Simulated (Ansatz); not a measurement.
## CH₆BGeNO: geometry relaxation

- system: CH₆BGeNO
- method: RKS PBE0-D4/def2-TZVP (Ansatz 0.2.0)

The geometry: PBE-D4/def2-SVP start. Figures and captions count atoms from 1; the log counts them from 0 in places.

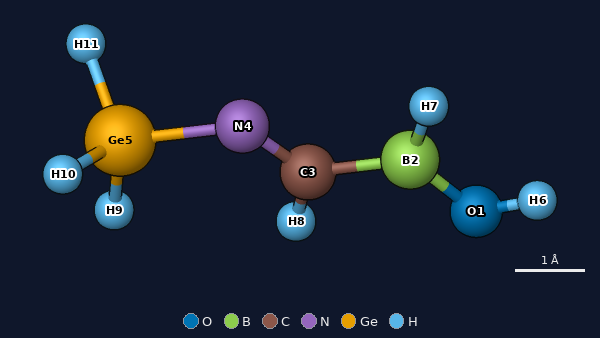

The starting structure (ball-and-stick view, seen at a tilt; atoms are numbered from 1 in the order of the input). Sticks mark near contacts.

**Input**
```yaml
crystal:
  periodic: [false, false, false]
  atoms:
    - {symbol: O, position_ang: [-1.390745, 2.573893, -0.300131]}
    - {symbol: B, position_ang: [-0.544921, 1.796554, 0.428754]}
    - {symbol: C, position_ang: [-0.256509, 0.341811, -0.123853]}
    - {symbol: N, position_ang: [0.558291, -0.429460, 0.512657]}
    - {symbol: Ge, position_ang: [0.923095, -2.161243, -0.135884]}
    - {symbol: H, position_ang: [-1.522092, 3.454218, 0.096090]}
    - {symbol: H, position_ang: [-0.034944, 2.199555, 1.461283]}
    - {symbol: H, position_ang: [-0.778708, 0.024996, -1.071907]}
    - {symbol: H, position_ang: [0.123666, -2.463416, -1.444056]}
    - {symbol: H, position_ang: [2.449458, -2.238201, -0.390404]}
    - {symbol: H, position_ang: [0.538809, -3.155706, 0.987951]}
basis:
  gaussian: {orbitals: def2-TZVP}
hamiltonian: {xc: pbe0, dispersion: d4}
relax: {f_tol: 0.005, max_steps: 150}
```

Launched with:
```bash
ansatz run in.yaml --threads 4 --pin off --events-out ev --progress --plain --max-ram 10444MiB
```

**Log**
```
Functional definition: PBE0
  name "PBE0"
  cite "Adamo & Barone, J. Chem. Phys. 110, 6158 (1999) doi:10.1063/1.478522"
  cite "Perdew, Burke & Ernzerhof, Phys. Rev. Lett. 77, 3865 (1996) doi:10.1103/PhysRevLett.77.3865"
  parent pbe
  parameter a = 0.25
  parameter kappa = 0.804
  parameter beta = 0.06672455060314922
  exchange = (1 - a)*pbe_x(kappa = kappa, mu = beta*pi^2/3) + a*exact_x
  correlation = pbe_c(beta = beta)
1320 factors; their error is unknown
mean field evaluation 1: about -61847.5830 eV, gradient 6.4e1 eV
mean field evaluation 2: about -61836.1821 eV, gradient 9.7e1 eV
mean field evaluation 4: about -61854.8619 eV, gradient 9.1e0 eV
mean field evaluation 8: about -61855.0317 eV, gradient 1.4e-1 eV
mean field evaluation 16: about -61855.3065 eV, gradient 2.2e-4 eV
mean field -61855.30649665 eV, -2273.1405867191 hartree, gradient 2.1e-5 eV, S^2 0.000000; 0 other end points of the search recorded, 0 dependent functions left out
the calculation of the forces begins
reference -61855.30653337 eV, -2273.1405880688 hartree; 32, 32 occupied and 176, 176 virtual orbitals, 1320 factors
relax step   1: F+E_penalty+E_count = -61855.47878923 eV  Δ(F+E_penalty+E_count) = +0.000e0 eV  max|allowed force component| = 7.349e-1 eV/Å  Δτ_max = 0.0000 Å  (31 SCF iters, accepted)
these checks for a lower state are left out or cut short: starts, cluster_reference, orbital_swaps, neighbouring_geometries, increment
1320 factors; their error is unknown
mean field -61855.34479894 eV, -2273.1419943026 hartree, gradient 1.0e-5 eV, S^2 0.000000; 0 other end points of the search recorded, 0 dependent functions left out
the calculation of the forces begins
reference -61855.34483545 eV, -2273.1419956442 hartree; 32, 32 occupied and 176, 176 virtual orbitals, 1320 factors
relax step   2: F+E_penalty+E_count = -61855.51819775 eV  Δ(F+E_penalty+E_count) = -3.941e-2 eV  max|allowed force component| = 2.115e-1 eV/Å  Δτ_max = 0.0419 Å  (35 SCF iters, accepted)
these checks for a lower state are left out or cut short: starts, cluster_reference, orbital_swaps, neighbouring_geometries, increment
1320 factors; their error is unknown
mean field evaluation 32: about -61855.3469 eV, gradient 1.0e-5 eV
mean field -61855.34689052 eV, -2273.1420711667 hartree, gradient 1.0e-5 eV, S^2 0.000000; 0 other end points of the search recorded, 0 dependent functions left out
the calculation of the forces begins
reference -61855.34692695 eV, -2273.1420725054 hartree; 32, 32 occupied and 176, 176 virtual orbitals, 1320 factors
relax step   3: F+E_penalty+E_count = -61855.52054903 eV  Δ(F+E_penalty+E_count) = -2.351e-3 eV  max|allowed force component| = 1.175e-1 eV/Å  Δτ_max = 0.0201 Å  (35 SCF iters, accepted)
these checks for a lower state are left out or cut short: starts, cluster_reference, orbital_swaps, neighbouring_geometries, increment
1320 factors; their error is unknown
mean field -61855.34725455 eV, -2273.1420845444 hartree, gradient 1.0e-5 eV, S^2 0.000000; 0 other end points of the search recorded, 0 dependent functions left out
the calculation of the forces begins
reference -61855.34729097 eV, -2273.1420858827 hartree; 32, 32 occupied and 176, 176 virtual orbitals, 1320 factors
relax step   4: F+E_penalty+E_count = -61855.52096821 eV  Δ(F+E_penalty+E_count) = -4.192e-4 eV  max|allowed force component| = 6.647e-2 eV/Å  Δτ_max = 0.0104 Å  (35 SCF iters, accepted)
these checks for a lower state are left out or cut short: starts, cluster_reference, orbital_swaps, neighbouring_geometries, increment
1320 factors; their error is unknown
mean field -61855.34776539 eV, -2273.1421033175 hartree, gradient 9.9e-6 eV, S^2 0.000000; 0 other end points of the search recorded, 0 dependent functions left out
the calculation of the forces begins
reference -61855.34780181 eV, -2273.1421046560 hartree; 32, 32 occupied and 176, 176 virtual orbitals, 1320 factors
relax step   5: F+E_penalty+E_count = -61855.52145848 eV  Δ(F+E_penalty+E_count) = -4.903e-4 eV  max|allowed force component| = 1.761e-2 eV/Å  Δτ_max = 0.0141 Å  (34 SCF iters, accepted)
these checks for a lower state are left out or cut short: starts, cluster_reference, orbital_swaps, neighbouring_geometries, increment
1320 factors; their error is unknown
mean field -61855.34778311 eV, -2273.1421039687 hartree, gradient 9.9e-6 eV, S^2 0.000000; 0 other end points of the search recorded, 0 dependent functions left out
the calculation of the forces begins
reference -61855.34781953 eV, -2273.1421053071 hartree; 32, 32 occupied and 176, 176 virtual orbitals, 1320 factors
relax step   6: F+E_penalty+E_count = -61855.52147473 eV  Δ(F+E_penalty+E_count) = -1.626e-5 eV  max|allowed force component| = 1.699e-2 eV/Å  Δτ_max = 0.0032 Å  (36 SCF iters, accepted)
these checks for a lower state are left out or cut short: starts, cluster_reference, orbital_swaps, neighbouring_geometries, increment
1320 factors; their error is unknown
mean field -61855.34779091 eV, -2273.1421042553 hartree, gradient 9.9e-6 eV, S^2 0.000000; 0 other end points of the search recorded, 0 dependent functions left out
the calculation of the forces begins
reference -61855.34782733 eV, -2273.1421055937 hartree; 32, 32 occupied and 176, 176 virtual orbitals, 1320 factors
relax step   7: F+E_penalty+E_count = -61855.52148533 eV  Δ(F+E_penalty+E_count) = -1.060e-5 eV  max|allowed force component| = 5.213e-3 eV/Å  Δτ_max = 0.0009 Å  (35 SCF iters, accepted)
these checks for a lower state are left out or cut short: starts, cluster_reference, orbital_swaps, neighbouring_geometries, increment
1320 factors; their error is unknown
mean field evaluation 64: about -61855.3476 eV, gradient 3.5e-1 eV
mean field -61855.34779959 eV, -2273.1421045744 hartree, gradient 9.9e-6 eV, S^2 0.000000; 0 other end points of the search recorded, 0 dependent functions left out
the calculation of the forces begins
reference -61855.34783601 eV, -2273.1421059127 hartree; 32, 32 occupied and 176, 176 virtual orbitals, 1320 factors
relax step   8: F+E_penalty+E_count = -61855.52149625 eV  Δ(F+E_penalty+E_count) = -1.091e-5 eV  max|allowed force component| = 7.014e-4 eV/Å  Δτ_max = 0.0048 Å  (35 SCF iters, accepted)
these checks for a lower state are left out or cut short: starts, cluster_reference, orbital_swaps, neighbouring_geometries, increment
1320 factors; their error is unknown
mean field -61855.34780199 eV, -2273.1421046627 hartree, gradient 9.9e-6 eV, S^2 0.000000; 0 other end points of the search recorded, 0 dependent functions left out
the calculation of the forces begins
reference -61855.34783841 eV, -2273.1421060009 hartree; 32, 32 occupied and 176, 176 virtual orbitals, 1320 factors
relax step   9: F+E_penalty+E_count = -61855.52150336 eV  Δ(F+E_penalty+E_count) = -7.117e-6 eV  max|allowed force component| = 2.134e-3 eV/Å  Δτ_max = 0.0093 Å  (34 SCF iters, accepted)
1320 factors; their error is unknown
mean field evaluation 96: about -61855.3478 eV, gradient 4.0e-4 eV
```

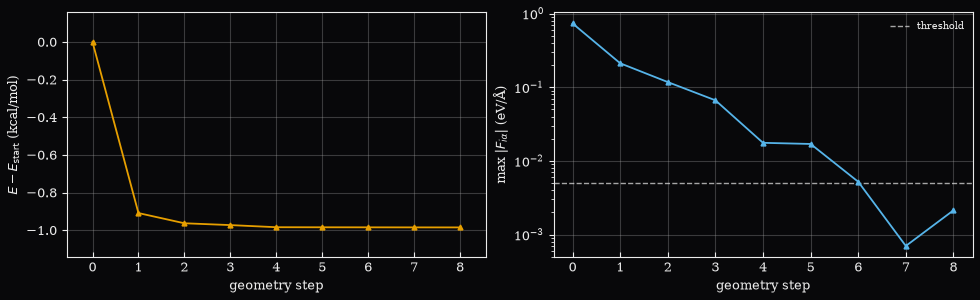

Progress of the relaxation, step by step (the first geometry is step 0 here and step 1 in the log).

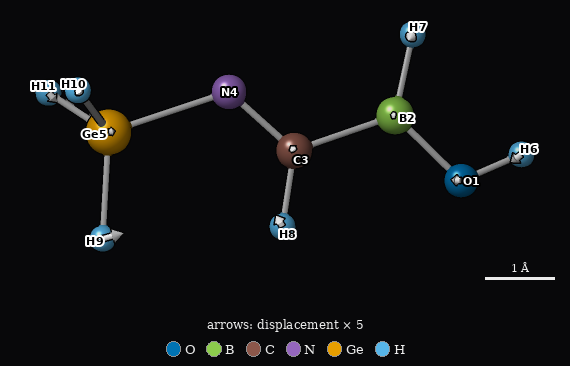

The starting structure with the displacements as white arrows, magnified 5 times (ball-and-stick view, seen at a tilt). The two geometries are laid on each other by the best rigid fit. H9 moves most after the best rigid fit: 0.070 Å. Largest moves by element: H 0.070 Å, O 0.036 Å, Ge 0.024 Å, C 0.022 Å, B 0.018 Å, N 0.009 Å. Among the contacts that change: B2–H7 1.220 → 1.199 Å, C3–H8 1.128 → 1.108 Å, N4–Ge5 1.885 → 1.866 Å, C3–N4 1.290 → 1.272 Å. Over 8 geometry steps the energy falls by 0.99 kcal/mol. The largest force component goes from 0.73 to 0.0021 eV/Å. (Atoms are counted from 1 in the order of the input.)

```
mean field -61855.34780199 eV, -2273.1421046627 hartree, gradient 9.9e-6 eV, S^2 0.000000; 1 other end points of the search recorded, 0 dependent functions left out
the calculation of the forces begins
reference -61855.34783841 eV, -2273.1421060009 hartree; 32, 32 occupied and 176, 176 virtual orbitals, 1320 factors
Total energy: -61855.52153978 eV, -2273.1484894085 hartree
Atom 0 at    -1.392996     2.539500    -0.289571 Å, force    -0.000540     0.000217    -0.001183 eV/Å
Atom 1 at    -0.533245     1.782852     0.427036 Å, force     0.001281    -0.001146     0.002134 eV/Å
Atom 2 at    -0.237232     0.334523    -0.115553 Å, force     0.001130    -0.001691     0.001689 eV/Å
Atom 3 at     0.564898    -0.424003     0.515601 Å, force    -0.000052     0.001430    -0.001557 eV/Å
Atom 4 at     0.914937    -2.139618    -0.129865 Å, force    -0.000778    -0.000037     0.002114 eV/Å
Atom 5 at    -1.539393     3.412537     0.082490 Å, force    -0.000163     0.000397     0.000409 eV/Å
Atom 6 at    -0.017991     2.191224     1.429146 Å, force    -0.000525     0.000766    -0.000670 eV/Å
Atom 7 at    -0.744005     0.011785    -1.046822 Å, force    -0.000651     0.000512    -0.001454 eV/Å
Atom 8 at     0.116116    -2.395649    -1.428368 Å, force     0.000908    -0.000276    -0.000305 eV/Å
Atom 9 at     2.425180    -2.234690    -0.389611 Å, force    -0.000510     0.000096    -0.000847 eV/Å
Atom 10 at     0.509131    -3.135460     0.966016 Å, force    -0.000100    -0.000268    -0.000331 eV/Å
Dipole moment:    -0.176619     0.250883    -0.083773 e Å
```

**Trajectory as extended XYZ (Å, eV, eV/Å), 9 frames, from step=1 to step=9**
```
11
Properties=species:S:1:pos:R:3:forces:R:3 step=1 energy=-61855.47879
O    -1.3907    2.5739   -0.3001    0.1884   0.3899   0.5303
B    -0.5449    1.7966    0.4288   -0.0076   0.1440   0.1245
C    -0.2565    0.3418   -0.1239    0.4496  -0.6825   0.1694
N     0.5583   -0.4295    0.5127   -0.7227   0.4446  -0.7349
Ge    0.9231   -2.1612   -0.1359   -0.0286   0.1107   0.0423
H    -1.5221    3.4542    0.0961    0.0724  -0.6147  -0.3032
H    -0.0349    2.1996    1.4613   -0.1967  -0.1625  -0.4192
H    -0.7787    0.0250   -1.0719    0.3101   0.1144   0.5098
H     0.1237   -2.4634   -1.4441    0.1331   0.0845   0.2362
H     2.4495   -2.2382   -0.3904   -0.2335   0.0232   0.0180
H     0.5388   -3.1557    0.9880    0.0357   0.1482  -0.1732
11
Properties=species:S:1:pos:R:3:forces:R:3 step=2 energy=-61855.51820
O    -1.3818    2.5551   -0.2996    0.0796   0.0957   0.2115
B    -0.5422    1.7812    0.4295   -0.0079   0.0636  -0.0434
C    -0.2485    0.3333   -0.1205    0.0574  -0.1118   0.0306
N     0.5578   -0.4238    0.5133   -0.1380  -0.0060  -0.1848
Ge    0.9169   -2.1453   -0.1320    0.0010   0.1057   0.0553
H    -1.5157    3.4270    0.0892   -0.0015  -0.1505  -0.1062
H    -0.0350    2.1819    1.4457   -0.0660  -0.0523  -0.1099
H    -0.7573    0.0112   -1.0572    0.0845   0.0407   0.1458
H     0.1181   -2.4258   -1.4265    0.0028   0.0213   0.0199
H     2.4288   -2.2182   -0.3986   -0.0268  -0.0160   0.0070
H     0.5243   -3.1337    0.9773    0.0150   0.0097  -0.0260
11
Properties=species:S:1:pos:R:3:forces:R:3 step=3 energy=-61855.52055
O    -1.3837    2.5503   -0.2961    0.0689  -0.0107   0.0204
B    -0.5338    1.7825    0.4225   -0.1175  -0.0403   0.0254
C    -0.2485    0.3315   -0.1177    0.0372   0.0529  -0.0264
N     0.5551   -0.4246    0.5134    0.0352  -0.0465   0.0044
Ge    0.9172   -2.1396   -0.1302   -0.0195   0.0225   0.0227
H    -1.5176    3.4207    0.0863   -0.0272   0.0224  -0.0157
H    -0.0364    2.1772    1.4382    0.0383   0.0198  -0.0081
H    -0.7541    0.0102   -1.0494   -0.0128  -0.0153  -0.0107
H     0.1143   -2.4064   -1.4232   -0.0018  -0.0028  -0.0108
H     2.4267   -2.2244   -0.3948    0.0062   0.0077  -0.0066
H     0.5264   -3.1342    0.9714   -0.0070  -0.0097   0.0052
11
Properties=species:S:1:pos:R:3:forces:R:3 step=4 energy=-61855.52097
O    -1.3797    2.5503   -0.2983    0.0044  -0.0380   0.0211
B    -0.5415    1.7786    0.4283    0.0378   0.0164  -0.0617
C    -0.2431    0.3331   -0.1193   -0.0665   0.0148   0.0415
N     0.5576   -0.4245    0.5132    0.0469  -0.0217   0.0240
Ge    0.9160   -2.1389   -0.1290    0.0009   0.0002  -0.0061
H    -1.5190    3.4197    0.0835   -0.0204   0.0389  -0.0054
H    -0.0357    2.1777    1.4375   -0.0020   0.0033   0.0350
H    -0.7524    0.0093   -1.0473    0.0012  -0.0066  -0.0442
H     0.1125   -2.4035   -1.4222   -0.0042  -0.0048  -0.0074
H     2.4249   -2.2234   -0.3972    0.0085   0.0005  -0.0030
H     0.5258   -3.1353    0.9713   -0.0067  -0.0031   0.0061
11
Properties=species:S:1:pos:R:3:forces:R:3 step=5 energy=-61855.52146
O    -1.3841    2.5441   -0.2956    0.0138  -0.0133   0.0105
B    -0.5361    1.7816    0.4296   -0.0112   0.0012  -0.0153
C    -0.2408    0.3331   -0.1135   -0.0176   0.0144  -0.0145
N     0.5615   -0.4253    0.5169    0.0101  -0.0106   0.0073
Ge    0.9155   -2.1395   -0.1298   -0.0010  -0.0019  -0.0033
H    -1.5301    3.4177    0.0752    0.0006   0.0019   0.0044
H    -0.0294    2.1839    1.4383   -0.0015   0.0086   0.0013
H    -0.7475    0.0121   -1.0458    0.0069  -0.0019   0.0078
H     0.1120   -2.3996   -1.4247    0.0000   0.0007   0.0002
H     2.4247   -2.2279   -0.3979    0.0002   0.0001   0.0012
H     0.5196   -3.1373    0.9678   -0.0001   0.0009   0.0004
11
Properties=species:S:1:pos:R:3:forces:R:3 step=6 energy=-61855.52148
O    -1.3847    2.5427   -0.2953    0.0077  -0.0055   0.0067
B    -0.5354    1.7817    0.4298   -0.0148   0.0049  -0.0170
C    -0.2399    0.3334   -0.1129   -0.0103   0.0056  -0.0107
N     0.5623   -0.4255    0.5172    0.0081  -0.0076   0.0067
Ge    0.9153   -2.1397   -0.1302   -0.0004  -0.0004  -0.0017
H    -1.5310    3.4163    0.0755   -0.0002  -0.0005   0.0013
H    -0.0296    2.1870    1.4373    0.0059   0.0035   0.0085
H    -0.7467    0.0124   -1.0451    0.0043  -0.0008   0.0051
H     0.1121   -2.3990   -1.4253   -0.0003   0.0008  -0.0001
H     2.4245   -2.2289   -0.3975    0.0006  -0.0002   0.0007
H     0.5185   -3.1374    0.9672   -0.0004   0.0002   0.0005
11
Properties=species:S:1:pos:R:3:forces:R:3 step=7 energy=-61855.52148
O    -1.3851    2.5427   -0.2951    0.0022  -0.0015   0.0030
B    -0.5355    1.7817    0.4294   -0.0052   0.0027  -0.0051
C    -0.2398    0.3333   -0.1132   -0.0026   0.0011  -0.0036
N     0.5627   -0.4255    0.5171    0.0021  -0.0003   0.0021
Ge    0.9153   -2.1397   -0.1303   -0.0008   0.0007   0.0007
H    -1.5315    3.4160    0.0762    0.0002  -0.0011   0.0003
H    -0.0290    2.1872    1.4369    0.0021   0.0002   0.0015
H    -0.7463    0.0118   -1.0452    0.0018  -0.0004   0.0020
H     0.1119   -2.3982   -1.4255    0.0009  -0.0003   0.0000
H     2.4247   -2.2294   -0.3970   -0.0004  -0.0006  -0.0003
H     0.5178   -3.1370    0.9673   -0.0004  -0.0006  -0.0006
11
Properties=species:S:1:pos:R:3:forces:R:3 step=8 energy=-61855.52150
O    -1.3878    2.5418   -0.2932   -0.0003  -0.0001   0.0002
B    -0.5349    1.7821    0.4284    0.0002   0.0001   0.0001
C    -0.2390    0.3337   -0.1141    0.0001  -0.0005  -0.0005
N     0.5634   -0.4249    0.5166    0.0000   0.0007   0.0007
Ge    0.9151   -2.1397   -0.1300   -0.0001   0.0001   0.0000
H    -1.5341    3.4150    0.0785   -0.0002   0.0000   0.0003
H    -0.0252    2.1884    1.4343    0.0003   0.0002  -0.0004
H    -0.7454    0.0116   -1.0459    0.0000  -0.0001  -0.0002
H     0.1135   -2.3975   -1.4264    0.0001   0.0000  -0.0001
H     2.4248   -2.2311   -0.3946    0.0000  -0.0004   0.0002
H     0.5149   -3.1366    0.9669   -0.0002   0.0001  -0.0003
11
Properties=species:S:1:pos:R:3:forces:R:3 step=9 energy=-61855.52150
O    -1.3930    2.5395   -0.2896   -0.0005   0.0002  -0.0012
B    -0.5332    1.7829    0.4270    0.0013  -0.0011   0.0021
C    -0.2372    0.3345   -0.1156    0.0011  -0.0017   0.0017
N     0.5649   -0.4240    0.5156   -0.0001   0.0014  -0.0016
Ge    0.9149   -2.1396   -0.1299   -0.0008   0.0000   0.0021
H    -1.5394    3.4125    0.0825   -0.0002   0.0004   0.0004
H    -0.0180    2.1912    1.4291   -0.0005   0.0008  -0.0007
H    -0.7440    0.0118   -1.0468   -0.0007   0.0005  -0.0015
H     0.1161   -2.3956   -1.4284    0.0009  -0.0003  -0.0003
H     2.4252   -2.2347   -0.3896   -0.0005   0.0001  -0.0008
H     0.5091   -3.1355    0.9660   -0.0001  -0.0003  -0.0003
```

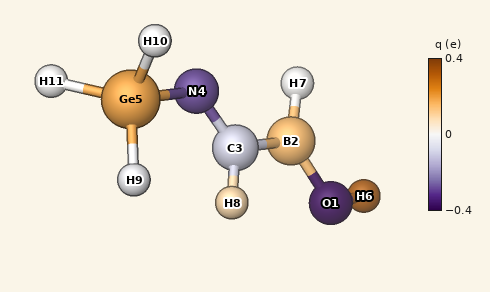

Mulliken charges, as the colour of each atom (ball-and-stick view, seen at a tilt; atoms are numbered from 1 in the order of the input). By element: O −0.38, B +0.16, C −0.09, N −0.28, Ge +0.18 and H −0.01 to +0.34 e.

**Summary**

- outcome: converged
- total energy: −61855.5215 eV
- mean-field energy: −61855.3478 eV
- dispersion energy: −0.1737 eV
- SCF solution under orbital rotations: stable
- largest force (length of the vector) at the end: 0.003 eV/Å
- dipole moment: 1.53 D
- hardware: 4 threads of Arm Neoverse V1, 23 GiB of memory available, shared host
- wall time: 43 s (CPU time 2.7 min)
- peak memory: 0.58 GiB
